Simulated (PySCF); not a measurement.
**C4H11P, SMILES `CC(C)(C)P`: what the electrons do**

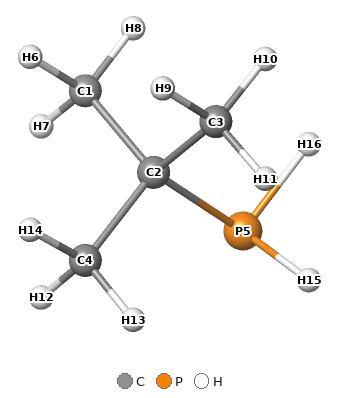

The molecule, with its atoms numbered as below. No frequency check shows the geometry to be a minimum.

Geometry (Å), atoms numbered from 1:

```
C1       0.8812    1.2520    0.7012
C2       0.3587    0.0001   -0.0043
C3       0.7975   -0.0006   -1.4669
C4       0.8809   -1.2517    0.7019
P5      -1.5244    0.0001    0.1492
H6       1.9695    1.2777    0.6726
H7       0.5638    1.2639    1.7429
H8       0.5029    2.1521    0.2182
H9       1.8853   -0.0001   -1.5289
H10      0.4277    0.8830   -1.9851
H11      0.4275   -0.8842   -1.9846
H12      0.5635   -1.2630    1.7436
H13      0.5024   -2.1521    0.2195
H14      1.9692   -1.2777    0.6733
H15     -1.7283   -1.0026   -0.8004
H16     -1.7280    1.0026   -0.8010
```

### 1. Bonding charge

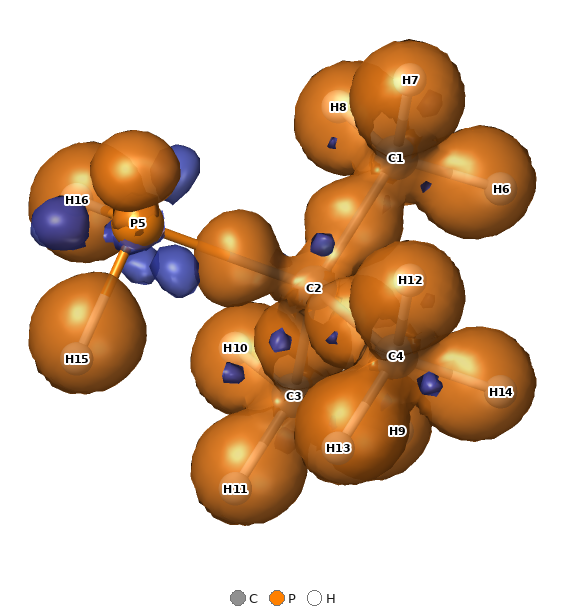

Deformation density (molecule less spherical, spin-averaged free atoms at the same positions), surfaces at ±0.11 e/Å³; orange: gain, blue: loss.

PySCF calculation, PBE0/def2-TZVP, gas phase; geometry: GFN2-xTB.

**Describe the bonding that the map shows.**

C1–H7 and C4–H12: +0.71 e/Å³ at the bond critical point (bond length 1.09 Å, Mayer order 1.0). C3–H11 and C3–H10: +0.71 e/Å³ at the bond critical point (bond length 1.09 Å, Mayer order 1.0). C1–H8 and C4–H13: +0.71 e/Å³ at the bond critical point (bond length 1.09 Å, Mayer order 1.0). C4–H14 and C1–H6: +0.70 e/Å³ at the bond critical point (bond length 1.09 Å, Mayer order 1.0). C3–H9: +0.70 e/Å³ at the bond critical point (bond length 1.09 Å, Mayer order 1.0). C2–C3: +0.48 e/Å³ at the bond critical point (bond length 1.53 Å, Mayer order 1.0). C1–C2 and C2–C4: +0.47 e/Å³ at the bond critical point (bond length 1.53 Å, Mayer order 1.0). P5–H15 and P5–H16: +0.24 e/Å³ at the bond critical point (bond length 1.40 Å, Mayer order 1.0). C2–P5: +0.21 e/Å³ at the bond critical point (bond length 1.89 Å, Mayer order 1.0). In all, 3.4 electrons gather in the regions of gain relative to the promolecule.

### 2. Bond critical points

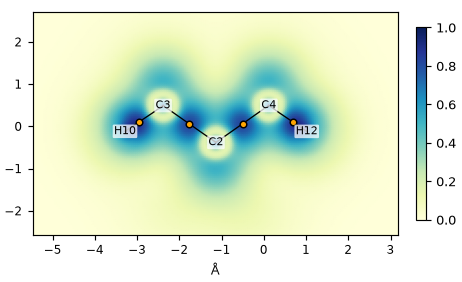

Localised orbital locator (LOL) in the plane of C2, C3, C4, H10 and H12, with bond paths and bond critical points (dots).

**What values does LOL take at the bond critical points in this plane?**

C4–H12: about 0.89; C3–H10: about 0.89; C2–C3: about 0.82; C2–C4: about 0.82. Values above 0.5 mark slow, localised electrons, as in shared pairs; low values at a critical point mark a polar or closed-shell contact whose critical point lies between the shells.

**Where along C4–H12 does the critical point lie?**

0.70 Å from C4 and 0.39 Å from H12.

### 3. Local ionisation energy

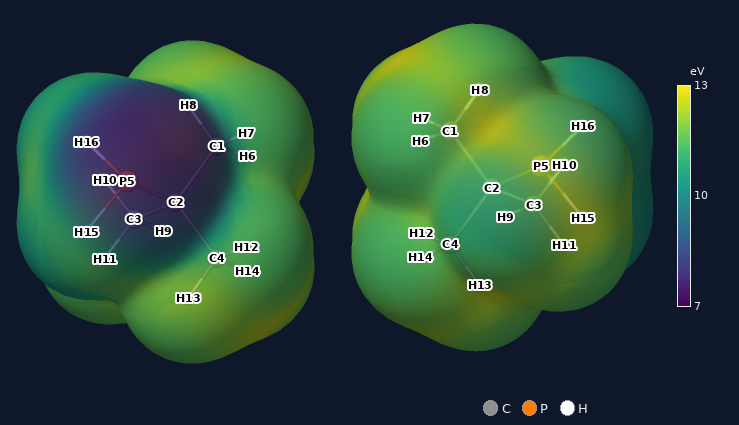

Average local ionisation energy on the surface of electron density 0.001 a.u. (back view left, front view right).

**Where are the most loosely bound electrons on this surface?**

The lowest value is 7.5 eV, 2.4 Å from P5. Further minima include 10.1 eV, near H15 (1.70 Å) and H16 (1.87 Å), over P5 (2.4 Å); 11.1 eV, 1.4 Å from H9. For comparison, the highest occupied orbital lies at −7.1 eV.

**What volume does the surface enclose, and what is the dipole moment?**

About 146 Å³; the dipole moment is 1.3 D.

### 4. Excited states

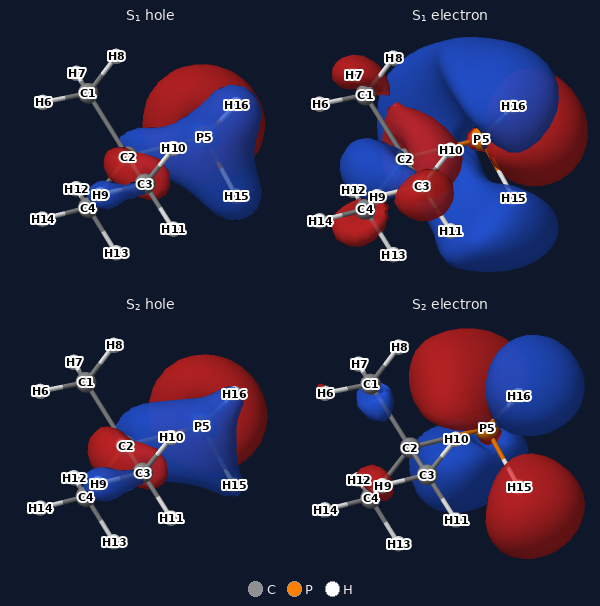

Leading natural transition orbitals (TDA singlet states).

Level of theory: LC-wPBE/def2-SVP (PySCF), at a geometry from GFN2-xTB. Without diffuse functions Rydberg states are missing, so the states' numbers hold for this basis only.

**Describe these excited states.**

By state:
- S₁: 7.33 eV (169 nm), f = 0.125 (bright); the leading pair carries 97 %; hole on P5 (71 %), C2 (6 %) and H15 and H16 (6 % each), electron on P5 (48 %), C2 (10 %) and H15 and H16 (9 % each); their centroids lie 0.4 Å apart.
- S₂: 7.74 eV (160 nm), f = 0.054; the leading pair carries 98 %; hole on P5 (66 %) and C2 (14 %), electron on P5 (53 %) and H15 and H16 (15 % each); their centroids lie 0.3 Å apart.

### 5. Removing or adding an electron

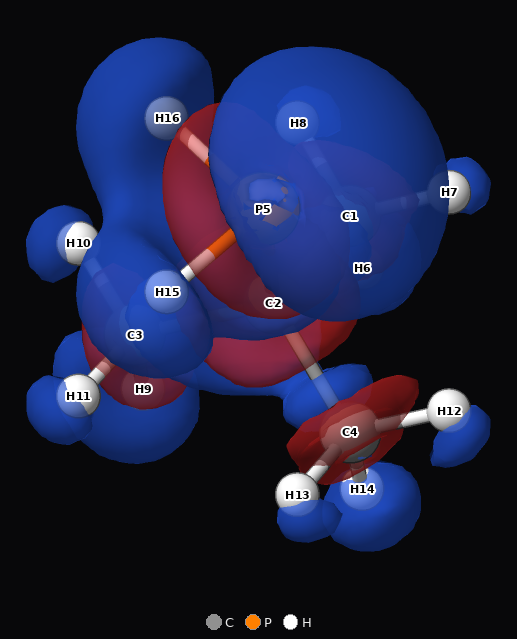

Fukui function f⁻ = ρ(N) − ρ(N−1) at fixed geometry, surfaces at ±0.015 e/Å³ (blue positive, red negative).

Level of theory: ωB97X/def2-SVP (PySCF), at a geometry from GFN2-xTB.

**On which atoms does the density change most on removal of an electron?**

f⁻ (Hirshfeld-condensed) is largest on P5 (0.46); the vertical ionisation energy is 9.35 eV. Condensed values hint at sites of electrophilic attack but needn't mark the atom that reacts. Orbital relaxation makes it negative in places (0.26 e in all).

### 6. Localised orbitals

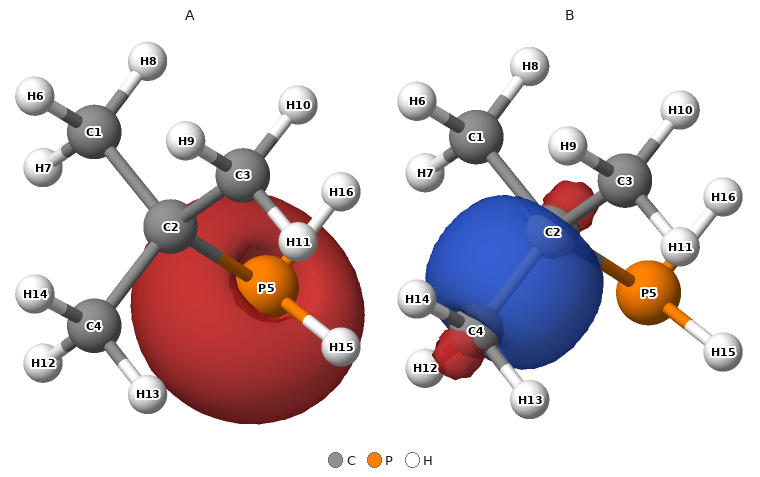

Intrinsic bond orbitals (IBO), occupied; each surface holds about 80 % of the orbital's density. Energies are diagonal elements of the Fock matrix.

Computed with PySCF, B3LYP/def2-TZVP, geometry: GFN2-xTB.

**What does each orbital represent in a Lewis picture?**

By panel:
- A: lone pair on P5 (sp1-type) (P5 99 %; −9.2 eV)
- B: σ bond C4–C2 (C4 50 %, C2 49 %; −14.1 eV)

**How do all the valence pairs divide up?**

16 pairs: 15 σ bonds and 1 lone pair.

### 7. Stretching a bond

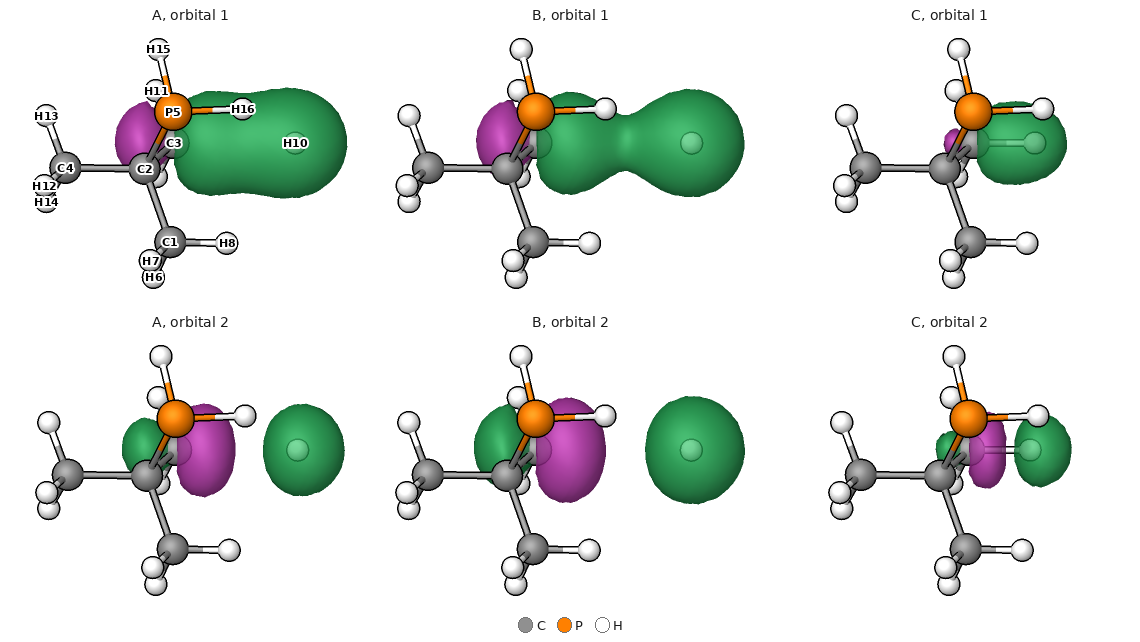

Rigid stretch of the C3–H10 bond. The two CASSCF(2,2) natural orbitals nearest half filling (orbital 1 the more occupied).

Level of theory: 6-31G* basis (PySCF), at a geometry from GFN2-xTB.

**The columns are at 1.18, 2.35 and 3.00 Å, in some order. Assign them, and give the occupations.**

A: 2.35 Å, occupations 1.62 and 0.38. B: 3.00 Å, occupations 1.29 and 0.71. C: 1.18 Å, occupations 1.98 and 0.02.

**Where does the UHF solution part from RHF?**

Between 1.66 Å (⟨S²⟩ = 0, the two coincide) and 1.93 Å (⟨S²⟩ = 0.56); at 3.00 Å ⟨S²⟩ is 0.99 and UHF lies 3.5 eV below RHF.

**How much energy does the stretch cost?**

By CASSCF, 4.3 eV from the lowest point of the scan (1.07 Å) to 3.00 Å; RHF gives 7.3 eV from its own lowest point. The fragments aren't relaxed and dynamic correlation is missing, so this isn't a bond dissociation energy.
